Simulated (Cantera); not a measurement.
Charge: 1 mol Si, 0.031 mol N2O, 6.7 mol H2, held at 1.33 mbar.

Method: chemical equilibrium by Gibbs-energy minimisation in Cantera with the NASA 1993 tables (ideal gas, pure condensed phases). Candidate condensed phases: H2O, Si, SiO2, Si2N2O, Si3N4; 35 gas species. Mutual solubility and eutectic melting of coexisting phases are not modelled. The tables' values for SiN are old estimates; treat these amounts as uncertain. Gases not in the tables: Si2H6 and higher silanes. Kinetics and transport are ignored.

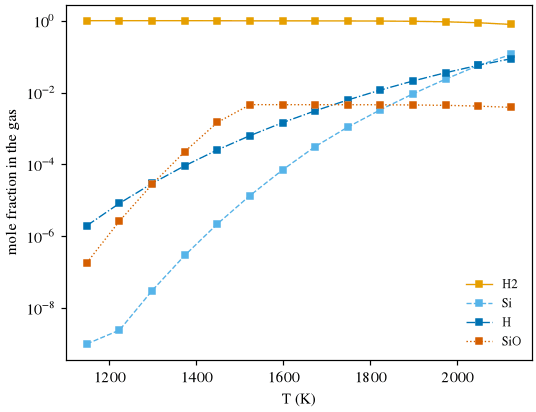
*Equilibrium gas composition (values under 1e-9 drawn at 1e-9)*

From 1148 K to 1448 K the condensed part is Si(s) + Si2N2O(s). From 1523 K to 1673 K the condensed part is Si(s). From 1748 K to 2048 K the condensed part is Si(l). At 2123 K nothing is condensed. The main Si-bearing gas is SiO at 1148 K and Si at 2123 K.
